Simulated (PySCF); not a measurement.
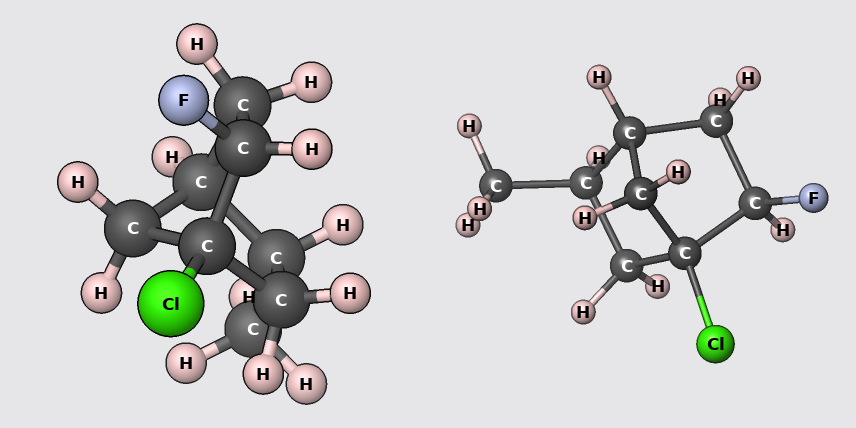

Two views of one molecule.

The geometry was computed by an optimisation with PBE0-D3(BJ)/def2-SVP. No frequency run is at hand to confirm it as a minimum.

What does the picture show?

The molecule is C8H12ClF. SMILES: `C[C@@H]1C[C@]2(Cl)C[C@H]1C[C@H]2F`. Independent rings (smallest set): 2 of 5 members. Among its groups: C–F bond, C–Cl bond. This geometry has C1 symmetry. Coordination, clear cases only: 7 C tetrahedral.

The parts below concern this one geometry. Atoms keep their numbers from picture to picture.

### Dipole moment

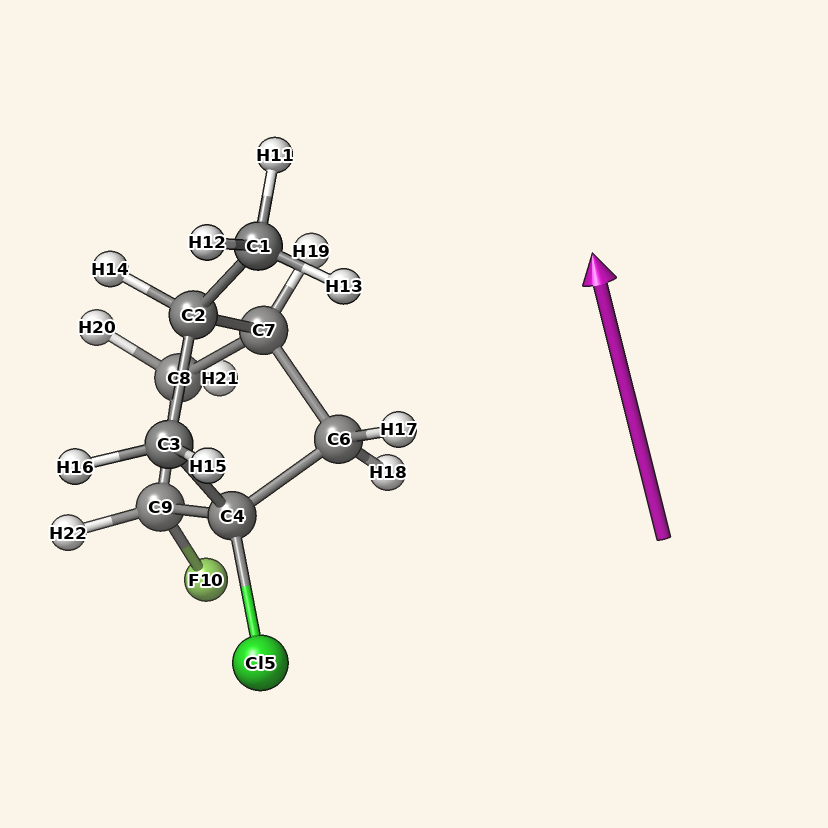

The arrow beside the molecule shows the direction of the dipole moment, from the negative to the positive end (its length means nothing). No frequency run is at hand to confirm it as a minimum. Level of theory: PBE0/pcSseg-1 in water (IEF-PCM) (PySCF 2.14.0).

> Estimate the dipole moment.

4.60 D; it points from the side of Cl5 to the side of H11 (the outermost atoms at the two ends).

### Ring current

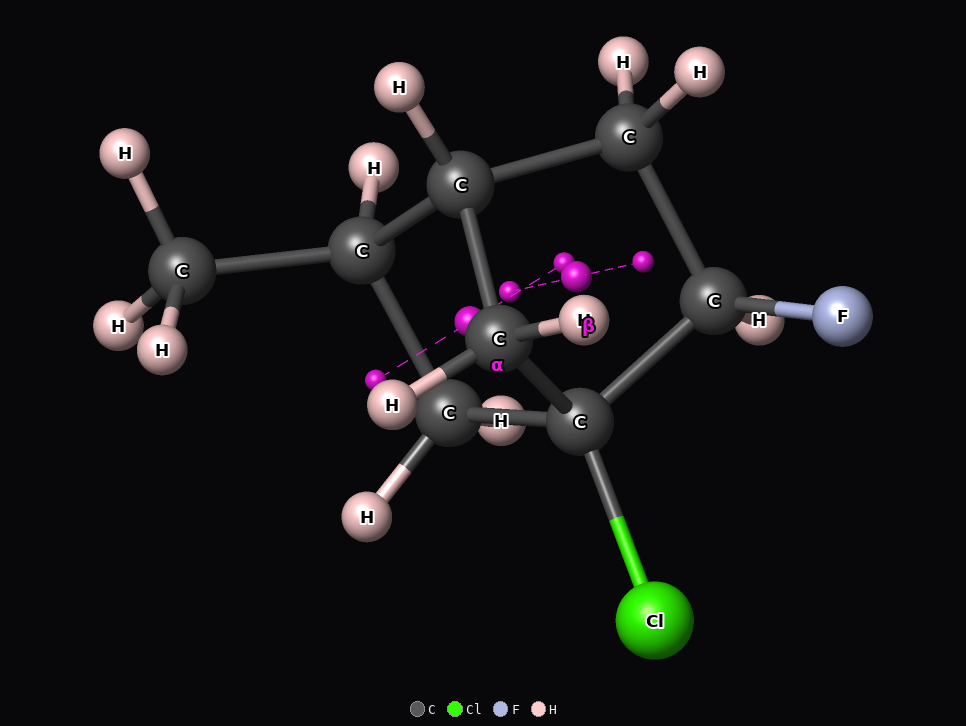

The small points mark where nucleus-independent chemical shifts (NICS) were computed: at the centre of each lettered ring and 1 Å above and below it. No frequency run is at hand to confirm it as a minimum. Method: GIAO PBE0/pcSseg-1 NMR shielding, non-relativistic, IEF-PCM water (PySCF 2.14.0).

Give NICS(0), NICS(1) and the out-of-plane component NICS(1)zz for each ring (means of the two sides).

| ring | members | NICS(0) | NICS(1) | NICS(1)zz |
| --- | --- | --- | --- | --- |
| α | C5 | −9.3 | −7.2 | −7.1 |
| β | C5 | −8.8 | −7.2 | −7.3 |

Values in ppm.

### NMR shielding

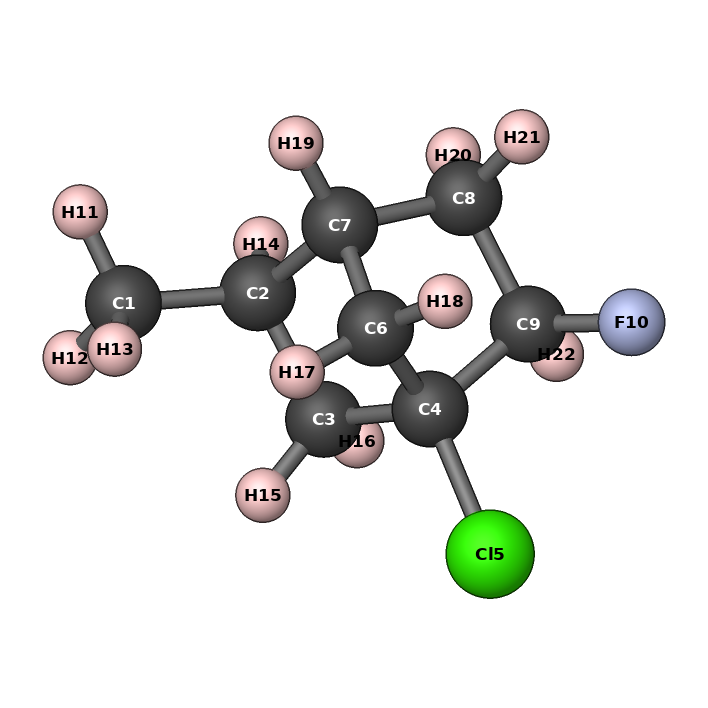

No frequency run is at hand to confirm it as a minimum. Method: GIAO PBE0/pcSseg-1 NMR shielding, non-relativistic, IEF-PCM water (PySCF 2.14.0). Principal shieldings σ11 ≤ σ22 ≤ σ33, span Ω = σ33 − σ11, skew κ = 3(σiso − σ22)/Ω.

Give the shielding tensors of the F atoms.

```csv
atom,σ11,σ22,σ33,σiso,Ω,κ
F10,321.8,371.5,413.1,368.8,91.3,−0.09
```

Shieldings and span in ppm.

### Quadrupole coupling

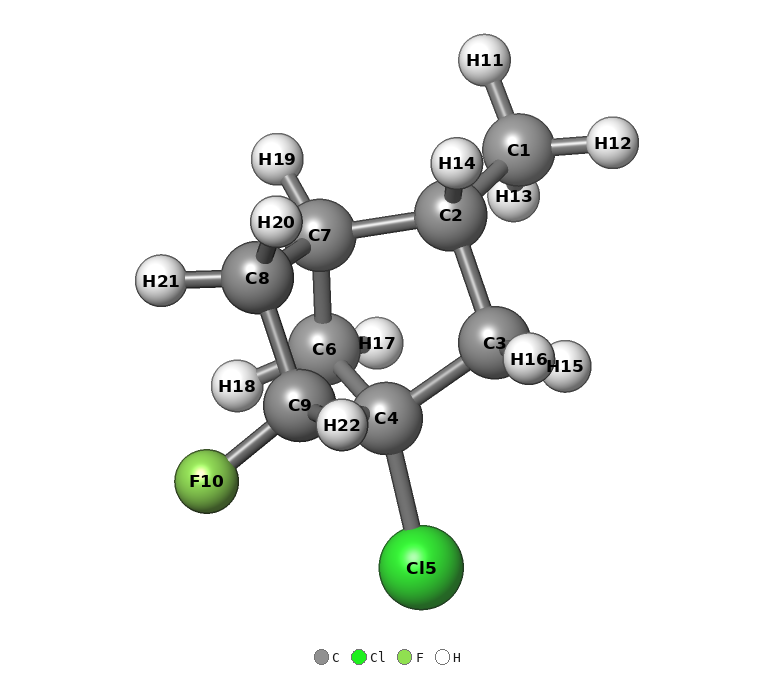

No frequency run is at hand to confirm it as a minimum. Electric field gradients from the ground-state density, PBE0/pcSseg-1 in chloroform (IEF-PCM) (PySCF 2.14.0), non-relativistic apart from any core potentials.

Give the largest field-gradient component, the quadrupole coupling constant and the asymmetry for 35Cl at Cl5 (Q = −81.7 mb).

```tsv
atom	V_zz (a.u.)	e²qQ/h (MHz)	η
Cl5	3.746	−71.9	0.03
```
